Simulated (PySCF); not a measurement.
```yaml
atoms:
  - { symbol: C, position_ang: [-1.9282, -1.3301, -1.8066] }
  - { symbol: C, position_ang: [-2.0721, -1.2288, -0.4576] }
  - { symbol: C, position_ang: [-2.2019, -1.1385, 0.7503] }
  - { symbol: P, position_ang: [-1.7624, -1.4453, -3.3529] }
  - { symbol: H, position_ang: [-2.3138, -1.0584, 1.8079] }
```

Geometry: B3LYP/6-31G*.

All numbers below come from PySCF, Gaussian-basis quantum chemistry of an isolated molecule with PySCF, energy and nuclear gradient, functional PBE0.

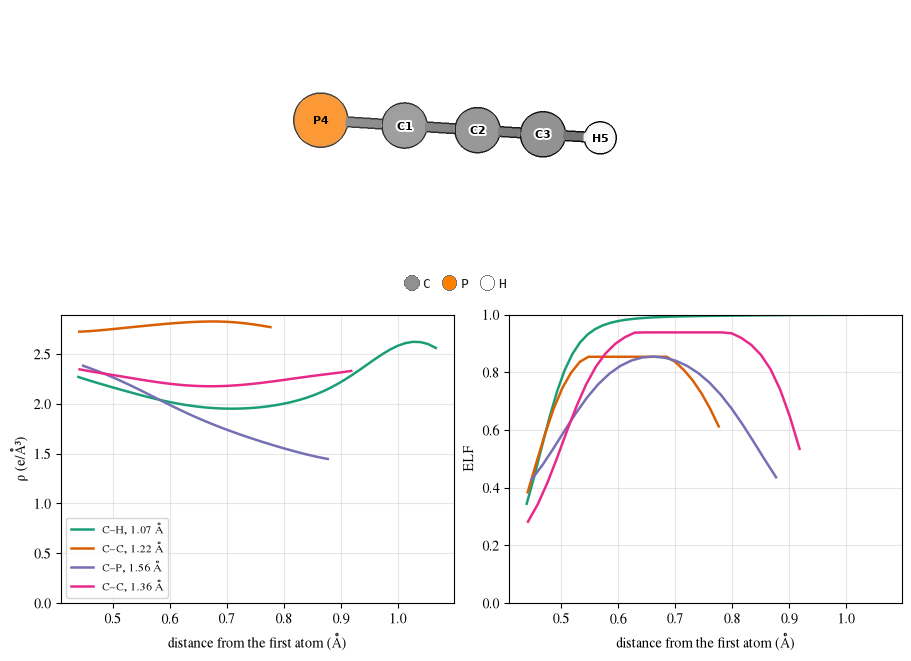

C3HP. Total electron density and electron localisation function along straight lines between neighbouring atoms. The curves leave out the atomic cores. The structure is drawn too.

Q: What can be read from the curves?

A: C–H (1.07 Å): ρ is about 2.1 e/Å³ halfway; the ELF climbs to about 1 towards the hydrogen, as it does in any bond to H; a covalent bond by its length.
C–C (1.22 Å): the density is about 2.8 e/Å³ at the midpoint; the ELF peaks at about 0.85 between the atoms: a short, multiple covalent bond.
C–P (1.56 Å): ρ is about 1.6 e/Å³ halfway; the ELF peaks at about 0.85 between the atoms: a covalent bond.
C–C (1.36 Å): the density is about 2.2 e/Å³ at the midpoint; the ELF peaks at about 0.95 between the atoms; localised, covalent bonding.
